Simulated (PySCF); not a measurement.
# AsFH2···HF···HF: what the fields show

```yaml
atoms:
  - { symbol: As, position_ang: [-0.5203, 0.5651, 0.1620] }
  - { symbol: F, position_ang: [0.9953, 0.8371, -0.8152] }
  - { symbol: H, position_ang: [-1.3117, 0.1656, -1.0870] }
  - { symbol: H, position_ang: [-0.1844, -0.8919, 0.4622] }
  - { symbol: F, position_ang: [1.7572, 0.3699, 2.3182] }
  - { symbol: H, position_ang: [2.4330, 0.7101, 1.7631] }
  - { symbol: F, position_ang: [3.1565, 1.2762, 0.3723] }
  - { symbol: H, position_ang: [2.3987, 1.1525, -0.1843] }
```

Geometry: PBE0-D3(BJ)/def2-SVPD.

These are results of wB97M-D3(BJ)/def2-TZVPD, SCF density, gas phase (PySCF 2.14.0), not measurements.

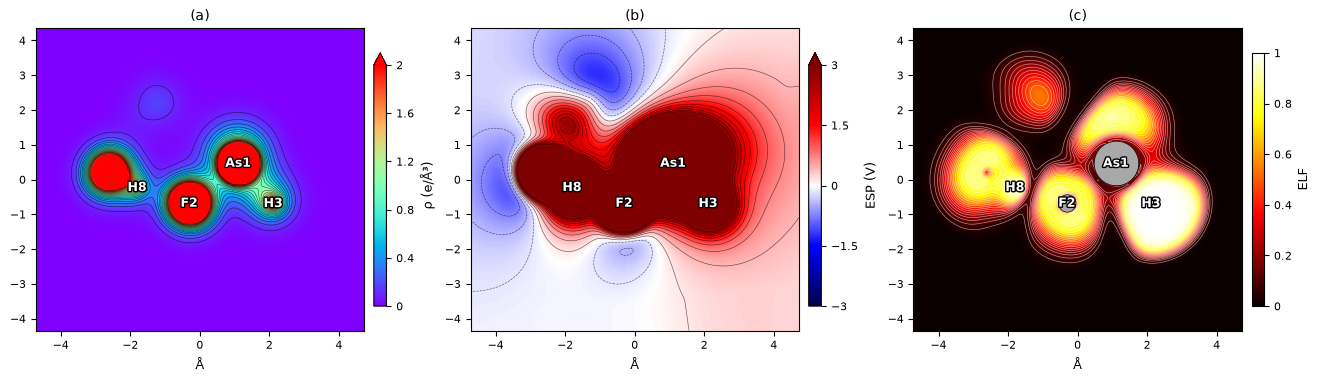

Figure 1. (a) electron density; (b) molecular electrostatic potential; (c) electron localisation function on the plane of atoms F2, As1 and H3. Grey discs cover the atomic cores in the ELF map.

### What do the fields say about this system?

- Atoms in the plane: As, F and H.
- F2···H8 (1.57 Å): the density falls to about 0.35 e/Å³ on the way; the ELF dips to about 0.15 between them; a closed-shell contact with the geometry of a hydrogen bond.
- As–F (1.82 Å): ρ at the midpoint is about 0.84 e/Å³; the ELF peaks at about 0.80 in the valence shell of F, 0.5 Å from its nucleus, and is about 0.35 at the midpoint.
- As–H (1.53 Å): ρ is about 1.1 e/Å³ halfway; the ELF climbs to about 1 towards the hydrogen, as it does in any bond to H.
- The ELF also peaks beside F2, F7 and As1, away from the bonds: lone-pair regions.
- Outside the dense part of the complex the potential is most negative (−1.2 V) near F5, which lies off the plane.

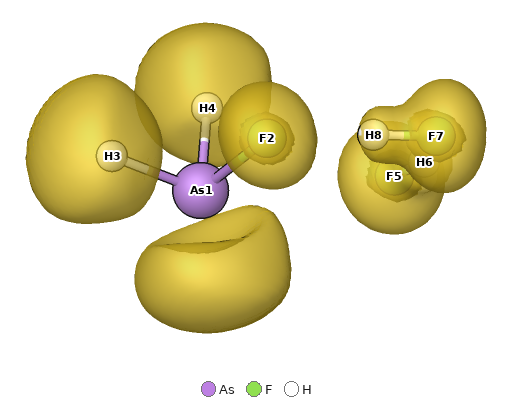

Figure 2. Isosurface of the ELF at 0.75 (yellow), seen from one side. Core shells and regions of very low density are left out.

### What do the ELF domains correspond to?

At this value the surface marks out two regions around hydrogen nuclei, one lobe on As, pointing away from the bonds (lone pairs), one region wrapped around F (its lone pairs, merged into a ring or cap) and two joined regions spread over several atoms (F, H), in which their bonds and any lone pairs are merged.

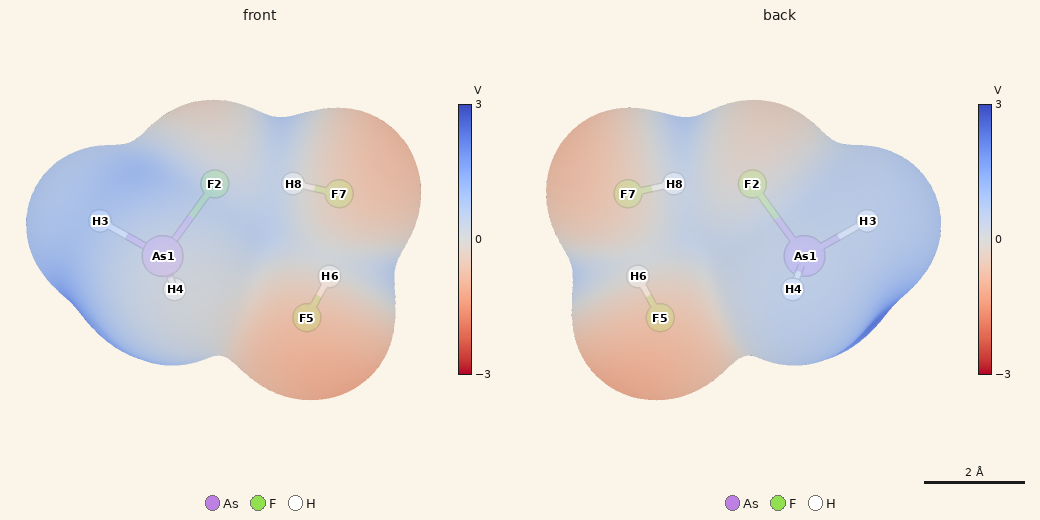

Figure 3. The molecular electrostatic potential painted on the density surface at 0.001 e/bohr³, seen from the front and from behind; the colour scale runs from red (negative) to blue (positive).

### Describe the electrostatic potential map.

The most negative region (about −1.1 V) lies over F5, the most positive (about +2.2 V) over As1.
